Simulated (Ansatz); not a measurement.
## Si₄H₁₀O: geometry relaxation (part 2 of 3)

The same run, continued: Si₄H₁₀O; RKS PBE0-D4/def2-TZVP (Ansatz 0.2.0). 

Geometry of the input (Å):
```
Si -0.7349  -0.6612  -0.3120
Si 1.2236  -1.8422  0.2301
Si -0.3622  0.7939  -2.1072
Si -1.4756  0.5179  1.5815
O  -1.9223  -1.7050  -0.8611
H  0.9951  -3.3151  0.1541
H  2.3421  -1.5140  -0.6993
H  1.6900  -1.5398  1.6138
H  1.0541  0.7243  -2.5668
H  -0.6352  2.2063  -1.7168
H  -1.2369  0.4607  -3.2648
H  -0.5212  0.3967  2.7208
H  -2.7923  -0.0035  2.0520
H  -1.6458  1.9711  1.2952
H  -2.2161  -2.3897  -0.2583
```

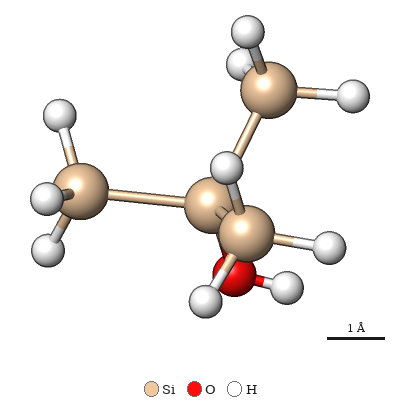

**Figure 1.** The geometry at step 15 of the log (ball-and-stick view, seen at a tilt).

**Trajectory as extended XYZ, continued**
```
15
Properties=species:S:1:pos:R:3:forces:R:3 step=6 energy=-33707.82489
Si   -0.7337   -0.6500   -0.3300   -0.0261  -0.0272   0.0019
Si    1.2017   -1.8751    0.2322    0.0181  -0.0026   0.0034
Si   -0.2857    0.8621   -2.0758    0.0070   0.0087   0.0002
Si   -1.5052    0.4894    1.5853    0.0011   0.0151   0.0131
O    -1.9182   -1.6558   -0.9391    0.0065   0.0010   0.0043
H     0.8234   -3.2942    0.4914   -0.0014   0.0091   0.0185
H     2.2078   -1.8532   -0.8651   -0.0170  -0.0180  -0.0002
H     1.8422   -1.3286    1.4614   -0.0068   0.0048  -0.0237
H     1.1341    0.7708   -2.5118    0.0032   0.0000   0.0061
H    -0.5523    2.2632   -1.6513    0.0039  -0.0005   0.0067
H    -1.1672    0.5296   -3.2265    0.0020   0.0045  -0.0029
H    -0.4144    0.6482    2.5877   -0.0080   0.0062  -0.0227
H    -2.6071   -0.2968    2.2113    0.0173  -0.0072   0.0088
H    -2.0291    1.8424    1.2504   -0.0157  -0.0197  -0.0007
H    -2.2342   -2.3516   -0.3589    0.0159   0.0257  -0.0128
15
Properties=species:S:1:pos:R:3:forces:R:3 step=7 energy=-33707.82842
Si   -0.7310   -0.6475   -0.3284   -0.0609  -0.0635  -0.0224
Si    1.1982   -1.8796    0.2303    0.0129  -0.0114   0.0258
Si   -0.2794    0.8660   -2.0697    0.0125   0.0143   0.0035
Si   -1.5101    0.4867    1.5841    0.0019  -0.0023   0.0322
O    -1.9137   -1.6481   -0.9492   -0.0526  -0.0922   0.0621
H     0.8176   -3.2926    0.5264    0.0038   0.0379   0.0039
H     2.1906   -1.8820   -0.8803   -0.0178  -0.0227   0.0136
H     1.8477   -1.3073    1.4427    0.0154  -0.0015  -0.0267
H     1.1409    0.7729   -2.5027    0.0085   0.0043  -0.0014
H    -0.5450    2.2656   -1.6409    0.0044   0.0095   0.0015
H    -1.1608    0.5356   -3.2212    0.0045   0.0066  -0.0020
H    -0.4052    0.6672    2.5671   -0.0154   0.0239  -0.0137
H    -2.5880   -0.3162    2.2341    0.0346   0.0113  -0.0113
H    -2.0618    1.8274    1.2429   -0.0133  -0.0272   0.0110
H    -2.2379   -2.3475   -0.3742    0.0614   0.1130  -0.0760
15
Properties=species:S:1:pos:R:3:forces:R:3 step=8 energy=-33707.83691
Si   -0.7269   -0.6432   -0.3280   -0.1366  -0.1291  -0.0645
Si    1.1840   -1.8953    0.2255    0.0527  -0.0946   0.1066
Si   -0.2495    0.8862   -2.0453    0.0305   0.0230   0.0311
Si   -1.5270    0.4730    1.5792   -0.0290  -0.0241   0.1526
O    -1.9083   -1.6230   -0.9851   -0.1860  -0.3298   0.2092
H     0.7847   -3.2744    0.6709    0.0580   0.1946  -0.0691
H     2.1142   -2.0138   -0.9396   -0.0726  -0.0230   0.1229
H     1.8965   -1.2291    1.3588    0.0094  -0.0621  -0.1141
H     1.1727    0.7890   -2.4687    0.0170   0.0046  -0.0132
H    -0.5092    2.2822   -1.6029    0.0003   0.0216  -0.0035
H    -1.1284    0.5670   -3.2001   -0.0019   0.0123  -0.0261
H    -0.3789    0.7659    2.4916   -0.1147   0.0420  -0.0558
H    -2.5005   -0.4020    2.3187    0.1364   0.1298  -0.1094
H    -2.2075    1.7545    1.2163    0.0411  -0.1217   0.0662
H    -2.2538   -2.3365   -0.4301    0.1954   0.3565  -0.2329
15
Properties=species:S:1:pos:R:3:forces:R:3 step=9 energy=-33707.84649
Si   -0.7301   -0.6451   -0.3310   -0.0912  -0.0829  -0.0625
Si    1.1810   -1.8973    0.2258    0.0433  -0.0820   0.0875
Si   -0.2435    0.8914   -2.0419    0.0331   0.0133   0.0518
Si   -1.5285    0.4701    1.5789   -0.0310  -0.0205   0.1273
O    -1.9101   -1.6223   -0.9934   -0.1521  -0.2681   0.1781
H     0.7752   -3.2612    0.7017    0.0457   0.1498  -0.0495
H     2.0945   -2.0537   -0.9460   -0.0613  -0.0135   0.0905
H     1.9221   -1.2192    1.3319   -0.0054  -0.0457  -0.0933
H     1.1803    0.7918   -2.4601    0.0134   0.0047  -0.0121
H    -0.5003    2.2861   -1.5931    0.0006   0.0175  -0.0046
H    -1.1183    0.5813   -3.2017   -0.0074   0.0103  -0.0322
H    -0.3843    0.8034    2.4806   -0.0884   0.0224  -0.0566
H    -2.4733   -0.4203    2.3313    0.1058   0.0993  -0.0802
H    -2.2455    1.7304    1.2191    0.0330  -0.0959   0.0432
H    -2.2570   -2.3350   -0.4409    0.1619   0.2912  -0.1872
15
Properties=species:S:1:pos:R:3:forces:R:3 step=10 energy=-33707.87256
Si   -0.7503   -0.6537   -0.3538    0.0466   0.0608   0.0348
Si    1.1529   -1.9023    0.2364   -0.0088  -0.0278  -0.0388
Si   -0.2115    0.9158   -2.0198    0.0019   0.0030   0.0009
Si   -1.5305    0.4414    1.5750   -0.0279   0.0017  -0.0186
O    -1.9338   -1.6071   -1.0372    0.0004  -0.0329  -0.0012
H     0.7416   -3.1880    0.8686    0.0014  -0.0002   0.0244
H     1.9808   -2.2177   -0.9587    0.0108  -0.0225  -0.0076
H     1.9928   -1.1467    1.2064   -0.0173   0.0169  -0.0121
H     1.2161    0.8028   -2.4240    0.0050   0.0038   0.0073
H    -0.4548    2.3052   -1.5459    0.0089   0.0022   0.0069
H    -1.0715    0.6512   -3.2037    0.0033   0.0097  -0.0075
H    -0.3865    0.9346    2.3905    0.0073  -0.0013  -0.0183
H    -2.3322   -0.5012    2.4060    0.0116  -0.0081   0.0187
H    -2.3936    1.6007    1.2237   -0.0255   0.0083   0.0081
H    -2.2572   -2.3345   -0.5025   -0.0179  -0.0134   0.0030
15
Properties=species:S:1:pos:R:3:forces:R:3 step=11 energy=-33707.87437
Si   -0.7657   -0.6572   -0.3735    0.0531   0.0197  -0.0539
Si    1.1261   -1.9189    0.2236    0.1574  -0.0751   0.1177
Si   -0.1826    0.9402   -2.0010   -0.0156   0.0090  -0.0313
Si   -1.5493    0.4228    1.5622   -0.0488   0.0600   0.1888
O    -1.9326   -1.6145   -1.0778    0.0045   0.1018  -0.0824
H     0.7119   -3.1205    1.0322    0.0912   0.2133  -0.1252
H     1.9064   -2.4015   -0.9670   -0.1528   0.0940   0.1962
H     2.0149   -1.0501    1.0701   -0.1098  -0.1808  -0.1424
H     1.2524    0.8126   -2.3774   -0.0100  -0.0001   0.0034
H    -0.4042    2.3208   -1.4883    0.0038  -0.0149  -0.0027
H    -1.0216    0.7347   -3.2160    0.0343   0.0063   0.0580
H    -0.3768    1.0424    2.2698   -0.2072  -0.0860  -0.1002
H    -2.1937   -0.5787    2.4829    0.1140   0.1774  -0.1273
H    -2.5551    1.4973    1.2595    0.1691  -0.1880   0.0333
H    -2.2681   -2.3290   -0.5382   -0.0831  -0.1366   0.0680
15
Properties=species:S:1:pos:R:3:forces:R:3 step=12 energy=-33707.88521
Si   -0.7642   -0.6597   -0.3761    0.0144   0.0339   0.0674
Si    1.1283   -1.9113    0.2341    0.1178  -0.1042  -0.0007
Si   -0.1800    0.9394   -1.9997    0.0012   0.0088   0.0007
Si   -1.5476    0.4132    1.5618   -0.0593   0.0807   0.0851
O    -1.9444   -1.6050   -1.0769    0.0342   0.0053  -0.0167
H     0.7362   -3.1149    1.0343    0.0125   0.0965  -0.0599
H     1.8726   -2.3785   -0.9746   -0.0427   0.0138   0.0887
H     2.0525   -1.0835    1.0694   -0.0947  -0.0320  -0.0825
H     1.2546    0.8129   -2.3757   -0.0045  -0.0040   0.0014
H    -0.4022    2.3182   -1.4844    0.0002  -0.0072   0.0008
H    -1.0198    0.7323   -3.2107    0.0134   0.0040   0.0205
H    -0.4010    1.0522    2.2768   -0.0686  -0.0368  -0.0639
H    -2.1943   -0.5606    2.4975    0.0575   0.0546  -0.0846
H    -2.5480    1.4712    1.2270    0.0543  -0.0707   0.0348
H    -2.2805   -2.3254   -0.5417   -0.0355  -0.0425   0.0086
15
Properties=species:S:1:pos:R:3:forces:R:3 step=13 energy=-33707.89254
Si   -0.7682   -0.6701   -0.3696   -0.0169  -0.0165  -0.0056
Si    1.1289   -1.9214    0.2224   -0.0004  -0.0072  -0.0082
Si   -0.1652    0.9412   -1.9726   -0.0039  -0.0057   0.0046
Si   -1.5621    0.4176    1.5545   -0.0076   0.0025  -0.0054
O    -1.9405   -1.6158   -1.0861    0.0167   0.0169   0.0045
H     0.7535   -3.0857    1.0743    0.0010   0.0042   0.0085
H     1.8378   -2.4349   -0.9818   -0.0078  -0.0031   0.0031
H     2.0649   -1.0560    0.9920    0.0002   0.0050  -0.0012
H     1.2667    0.7975   -2.3518    0.0040   0.0055  -0.0019
H    -0.3688    2.3135   -1.4339    0.0077   0.0059  -0.0004
H    -1.0075    0.7670   -3.1854   -0.0003   0.0037  -0.0017
H    -0.4252    1.1095    2.2221    0.0021   0.0027  -0.0013
H    -2.1511   -0.5582    2.5152    0.0067  -0.0031   0.0047
H    -2.6030    1.4281    1.2200   -0.0017  -0.0089  -0.0010
H    -2.2980   -2.3320   -0.5580    0.0004  -0.0018   0.0014
15
Properties=species:S:1:pos:R:3:forces:R:3 step=14 energy=-33707.89433
Si   -0.7737   -0.6791   -0.3689   -0.0291  -0.0245  -0.0316
Si    1.1241   -1.9291    0.2196    0.0208  -0.0100   0.0124
Si   -0.1493    0.9464   -1.9504   -0.0048   0.0119  -0.0140
Si   -1.5734    0.4116    1.5497   -0.0102   0.0177   0.0198
O    -1.9425   -1.6167   -1.1027    0.0238   0.0251   0.0186
H     0.7682   -3.0493    1.1414    0.0249   0.0431  -0.0290
H     1.7819   -2.5043   -0.9889   -0.0169   0.0139   0.0497
H     2.0916   -1.0288    0.9133   -0.0312  -0.0462  -0.0260
H     1.2803    0.7903   -2.3340    0.0019  -0.0041  -0.0003
H    -0.3279    2.3146   -1.3907    0.0020  -0.0079   0.0031
H    -0.9932    0.8100   -3.1680    0.0028  -0.0011   0.0122
H    -0.4488    1.1749    2.1668   -0.0542  -0.0314  -0.0197
H    -2.0920   -0.5679    2.5504    0.0189   0.0402  -0.0222
H    -2.6710    1.3624    1.2086    0.0400  -0.0355   0.0245
H    -2.3120   -2.3346   -0.5851    0.0114   0.0089   0.0024
15
Properties=species:S:1:pos:R:3:forces:R:3 step=15 energy=-33707.89523
Si   -0.7750   -0.6801   -0.3716   -0.0455  -0.0320  -0.0403
Si    1.1220   -1.9304    0.2168    0.0272  -0.0031   0.0303
Si   -0.1448    0.9488   -1.9472    0.0000   0.0087   0.0000
Si   -1.5795    0.4093    1.5452    0.0084   0.0155   0.0358
O    -1.9438   -1.6156   -1.1079    0.0175   0.0096   0.0188
H     0.7772   -3.0338    1.1593    0.0007   0.0135  -0.0103
H     1.7734   -2.5274   -0.9824   -0.0163   0.0102   0.0113
H     2.0976   -1.0264    0.8899   -0.0139  -0.0147  -0.0129
H     1.2827    0.7839   -2.3354   -0.0020  -0.0031  -0.0036
H    -0.3108    2.3134   -1.3751    0.0018  -0.0066  -0.0026
H    -0.9946    0.8259   -3.1614    0.0003   0.0017   0.0048
H    -0.4623    1.1888    2.1508   -0.0211  -0.0128  -0.0118
H    -2.0760   -0.5650    2.5592    0.0051   0.0063  -0.0121
H    -2.6902    1.3456    1.2150    0.0167  -0.0179  -0.0030
H    -2.3137   -2.3365   -0.5941    0.0210   0.0245  -0.0044
15
Properties=species:S:1:pos:R:3:forces:R:3 step=16 energy=-33707.89570
Si   -0.7755   -0.6795   -0.3731   -0.0228  -0.0233  -0.0262
Si    1.1202   -1.9293    0.2200    0.0009   0.0102   0.0085
Si   -0.1416    0.9513   -1.9452    0.0012  -0.0022   0.0060
Si   -1.5803    0.4071    1.5449    0.0013  -0.0042   0.0036
O    -1.9410   -1.6155   -1.1129    0.0056   0.0036   0.0183
H     0.7773   -3.0203    1.1752   -0.0033  -0.0060   0.0058
H     1.7579   -2.5397   -0.9780    0.0015  -0.0034  -0.0046
H     2.1028   -1.0224    0.8755    0.0038   0.0010   0.0008
H     1.2818    0.7748   -2.3437   -0.0046   0.0009  -0.0045
H    -0.2928    2.3142   -1.3652    0.0040  -0.0052  -0.0037
H    -1.0011    0.8399   -3.1533   -0.0016   0.0049  -0.0012
H    -0.4714    1.1995    2.1448    0.0025   0.0000  -0.0024
H    -2.0634   -0.5696    2.5613   -0.0038  -0.0056   0.0054
H    -2.7006    1.3286    1.2126   -0.0057   0.0035  -0.0004
H    -2.3099   -2.3387   -0.6017    0.0211   0.0257  -0.0056
15
Properties=species:S:1:pos:R:3:forces:R:3 step=17 energy=-33707.89614
Si   -0.7759   -0.6782   -0.3764   -0.0060  -0.0029  -0.0059
Si    1.1183   -1.9266    0.2251   -0.0079   0.0029  -0.0032
Si   -0.1379    0.9541   -1.9454    0.0022   0.0022   0.0010
Si   -1.5840    0.4020    1.5439   -0.0025  -0.0093  -0.0126
O    -1.9394   -1.6131   -1.1185    0.0014  -0.0054   0.0005
H     0.7748   -3.0017    1.1976   -0.0027  -0.0091   0.0080
H     1.7437   -2.5577   -0.9683    0.0073  -0.0064  -0.0069
H     2.1105   -1.0172    0.8611    0.0060   0.0086   0.0049
H     1.2784    0.7629   -2.3633   -0.0105  -0.0008  -0.0008
H    -0.2646    2.3145   -1.3534    0.0055  -0.0074  -0.0032
H    -1.0128    0.8643   -3.1445   -0.0012   0.0035   0.0035
H    -0.4806    1.2081    2.1336    0.0122   0.0085   0.0084
H    -2.0498   -0.5777    2.5652   -0.0031  -0.0083   0.0064
H    -2.7168    1.3089    1.2158   -0.0116   0.0113   0.0000
H    -2.3017   -2.3422   -0.6115    0.0108   0.0126  -0.0001
15
Properties=species:S:1:pos:R:3:forces:R:3 step=18 energy=-33707.89672
Si   -0.7767   -0.6734   -0.3864    0.0542   0.0411   0.0341
Si    1.1120   -1.9200    0.2388    0.0033  -0.0176  -0.0139
Si   -0.1309    0.9625   -1.9481    0.0166   0.0277  -0.0374
Si   -1.5926    0.3917    1.5399   -0.0326  -0.0210  -0.0156
O    -1.9284   -1.6119   -1.1367   -0.0316  -0.0221  -0.0298
H     0.7681   -2.9555    1.2557    0.0016   0.0107  -0.0126
H     1.7151   -2.6038   -0.9389    0.0004   0.0069   0.0144
H     2.1227   -1.0000    0.8295    0.0017   0.0039   0.0041
H     1.2620    0.7214   -2.4255   -0.0626   0.0103   0.0127
H    -0.1782    2.3167   -1.3237    0.0082  -0.0566  -0.0223
H    -1.0557    0.9342   -3.1164    0.0347   0.0068   0.0507
H    -0.5059    1.2280    2.1165    0.0222   0.0123   0.0114
H    -2.0175   -0.6021    2.5667   -0.0003   0.0036  -0.0036
H    -2.7560    1.2655    1.2274   -0.0037   0.0095   0.0017
H    -2.2758   -2.3528   -0.6375   -0.0120  -0.0155   0.0060
15
Properties=species:S:1:pos:R:3:forces:R:3 step=19 energy=-33707.89745
Si   -0.7756   -0.6736   -0.3862    0.0513   0.0337   0.0244
Si    1.1150   -1.9170    0.2398   -0.0046  -0.0150  -0.0062
Si   -0.1307    0.9601   -1.9499    0.0050   0.0296  -0.0299
Si   -1.5952    0.3913    1.5388   -0.0190  -0.0118  -0.0174
O    -1.9263   -1.6142   -1.1361   -0.0279  -0.0271  -0.0224
H     0.7660   -2.9550    1.2520    0.0071   0.0051  -0.0080
H     1.7241   -2.5972   -0.9367   -0.0006   0.0066   0.0111
H     2.1223   -0.9976    0.8376   -0.0003   0.0028   0.0030
H     1.2550    0.7136   -2.4432   -0.0537   0.0050   0.0139
H    -0.1643    2.3109   -1.3186    0.0104  -0.0450  -0.0219
H    -1.0677    0.9423   -3.1080    0.0293   0.0076   0.0425
H    -0.5053    1.2211    2.1200    0.0152   0.0092   0.0107
H    -2.0273   -0.6027    2.5622   -0.0020   0.0017  -0.0024
H    -2.7531    1.2720    1.2248   -0.0025   0.0061   0.0015
H    -2.2747   -2.3537   -0.6353   -0.0077  -0.0084   0.0012
15
Properties=species:S:1:pos:R:3:forces:R:3 step=20 energy=-33707.90055
Si   -0.7670   -0.6748   -0.3883   -0.0230  -0.0236  -0.0004
Si    1.1329   -1.8957    0.2577    0.0102   0.0240   0.0105
Si   -0.1361    0.9500   -1.9616    0.0250   0.1158  -0.1228
Si   -1.6178    0.3875    1.5257    0.0495   0.0491   0.0053
O    -1.9034   -1.6378   -1.1376   -0.0071  -0.0499   0.0357
H     0.7765   -2.9521    1.2465    0.0045  -0.0064   0.0078
H     1.7782   -2.5503   -0.9132   -0.0054   0.0040   0.0004
H     2.1151   -0.9703    0.8905   -0.0172  -0.0136  -0.0080
H     1.1805    0.6137   -2.5940   -0.1682   0.0448   0.0705
H    -0.0060    2.2777   -1.2790    0.0035  -0.1502  -0.0904
H    -1.1803    1.0490   -3.0314    0.1363   0.0030   0.1445
H    -0.5131    1.1744    2.1481   -0.0483  -0.0237  -0.0119
H    -2.1007   -0.6127    2.5200   -0.0058   0.0043  -0.0054
H    -2.7415    1.3113    1.2028    0.0217  -0.0246   0.0026
H    -2.2551   -2.3694   -0.6248    0.0245   0.0471  -0.0384
15
Properties=species:S:1:pos:R:3:forces:R:3 step=21 energy=-33707.90359
Si   -0.7676   -0.6780   -0.3863    0.0236  -0.0215  -0.0121
Si    1.1345   -1.8939    0.2614   -0.0023   0.0216  -0.0007
Si   -0.1373    0.9475   -1.9592    0.0202   0.1034  -0.1212
Si   -1.6156    0.3893    1.5256   -0.0090   0.0278  -0.0025
O    -1.8966   -1.6463   -1.1405   -0.0043  -0.0135   0.0483
H     0.7802   -2.9524    1.2485    0.0052  -0.0081   0.0078
H     1.7789   -2.5437   -0.9123    0.0034  -0.0028   0.0014
H     2.1136   -0.9671    0.8953   -0.0082  -0.0073  -0.0036
H     1.1590    0.6015   -2.6208   -0.1232   0.0167   0.0593
H     0.0285    2.2689   -1.2787   -0.0025  -0.1117  -0.0458
H    -1.1955    1.0738   -3.0083    0.0953  -0.0046   0.1099
H    -0.5230    1.1791    2.1623   -0.0207  -0.0237  -0.0230
H    -2.1110   -0.6098    2.5144   -0.0033  -0.0001   0.0013
H    -2.7371    1.3094    1.1886    0.0084  -0.0074   0.0081
H    -2.2489   -2.3779   -0.6288    0.0174   0.0313  -0.0273
15
Properties=species:S:1:pos:R:3:forces:R:3 step=22 energy=-33707.91163
Si   -0.7605   -0.6808   -0.3889   -0.0023  -0.0013  -0.0006
Si    1.1443   -1.8826    0.2738    0.0036   0.0040   0.0046
Si   -0.1388    0.9466   -1.9597    0.0007   0.0104  -0.0188
Si   -1.6338    0.3870    1.5113    0.0026   0.0008  -0.0023
O    -1.8789   -1.6586   -1.1445    0.0020   0.0002  -0.0001
H     0.7927   -2.9374    1.2668    0.0034   0.0010   0.0001
H     1.7943   -2.5375   -0.8941    0.0014  -0.0016   0.0022
H     2.1185   -0.9494    0.9042   -0.0007   0.0009   0.0019
H     1.0771    0.5400   -2.7155   -0.0096  -0.0054  -0.0041
H     0.1568    2.2227   -1.2522    0.0147  -0.0056   0.0053
H    -1.2506    1.1748   -2.9212   -0.0025   0.0073   0.0142
H    -0.5461    1.1724    2.1576   -0.0021  -0.0021  -0.0009
H    -2.1406   -0.6117    2.4950   -0.0043   0.0016  -0.0019
H    -2.7488    1.3101    1.1648   -0.0038  -0.0012  -0.0002
H    -2.2234   -2.3951   -0.6364   -0.0032  -0.0091   0.0008
15
Properties=species:S:1:pos:R:3:forces:R:3 step=23 energy=-33707.91489
Si   -0.7586   -0.6854   -0.3893   -0.0119  -0.0119  -0.0316
Si    1.1525   -1.8727    0.2818   -0.0028   0.0054   0.0138
Si   -0.1411    0.9436   -1.9605    0.0195   0.0837  -0.0827
Si   -1.6458    0.3875    1.5009   -0.0249  -0.0262   0.0001
O    -1.8683   -1.6744   -1.1446    0.0208   0.0293  -0.0046
H     0.8064   -2.9308    1.2730   -0.0034  -0.0008  -0.0007
H     1.8154   -2.5217   -0.8815    0.0032  -0.0023  -0.0048
H     2.1129   -0.9315    0.9195    0.0122   0.0091   0.0041
H     1.0111    0.4860   -2.7988   -0.1286   0.0508   0.0676
H     0.2702    2.1838   -1.2292   -0.0299  -0.1253  -0.0814
H    -1.3019    1.2617   -2.8505    0.1380  -0.0190   0.1053
H    -0.5620    1.1636    2.1609    0.0159   0.0143   0.0127
H    -2.1756   -0.6074    2.4765    0.0071  -0.0016  -0.0019
H    -2.7516    1.3158    1.1424   -0.0070   0.0134  -0.0084
H    -2.2013   -2.4177   -0.6395   -0.0083  -0.0190   0.0124
```
